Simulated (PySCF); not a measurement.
The calculation's input:

```
{"job": {"kind": "inter", "xc": "PBE0", "basis": "def2-SVP", "disp": "d3bj", "pairs": false}, "charge": 0, "multiplicity": 1, "parts": [{"atoms": "0-15", "charge": 0, "multiplicity": 1}, {"atoms": "16-19", "charge": 0, "multiplicity": 1}]}
N     -2.039360    -1.233729     0.007822
Ge    -0.816323    -0.275792    -0.937948
N     -1.460642     1.413586    -0.724123
C      1.060978    -0.231427    -0.317718
C      1.461940    -0.814990     1.004595
C      1.409818     0.663423     0.833208
H     -2.414215    -0.724338     0.794778
H     -1.810802    -2.164587     0.319821
H     -0.904941    -0.787404    -2.372923
H     -2.434455     1.532791    -0.963425
H     -0.933318     2.151184    -1.167567
H      1.803412    -0.300332    -1.103072
H      2.427555    -1.294926     1.082100
H      0.698129    -1.283870     1.609984
H      2.338487     1.214240     0.798320
H      0.602981     1.198186     1.313213
F      0.304870    -3.352046    -0.329132
N      0.336811    -3.738452    -1.632614
F     -0.933896    -3.524062    -2.048620
F      1.043773    -2.749976    -2.231700
```

Command:

```sh
OMP_NUM_THREADS=1 python cluster_run.py task.json out
```

Geometry: GFN2-xTB.

The calculation used PBE0-D3(BJ)/def2-SVP, SCF density, gas phase in PySCF.

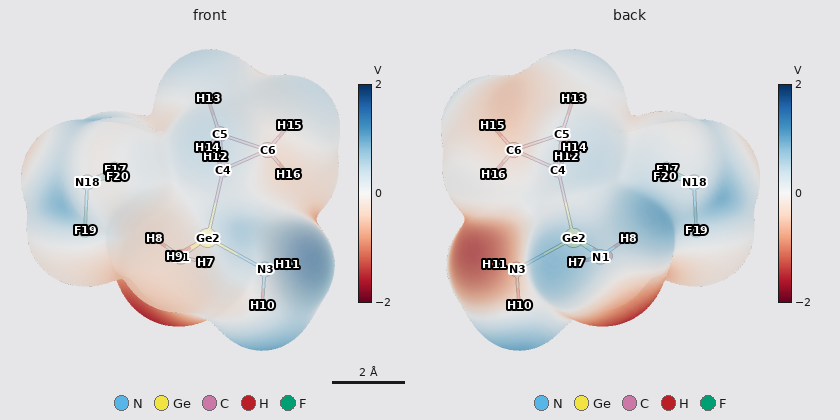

C3H10GeN2···NF3 (SMILES [NH2][GeH]([NH2])[CH]1CC1.FN(F)F). The electrostatic potential painted on the density surface at 0.001 e/bohr³, seen from the front and from behind; the colour scale runs from red (negative) to blue (positive).

Q: Which sites attract a positive test charge, and which a negative one?

A: A positive charge is drawn to the negative regions and a negative charge to the positive ones. The most negative region (about −1.5 V) lies over N1, the most positive (about +1.0 V) over H8 and H11. N1 is the likeliest acceptor of a hydrogen bond.

Q: How polar is the complex by this calculation?

A: Its dipole moment is 0.59 D.
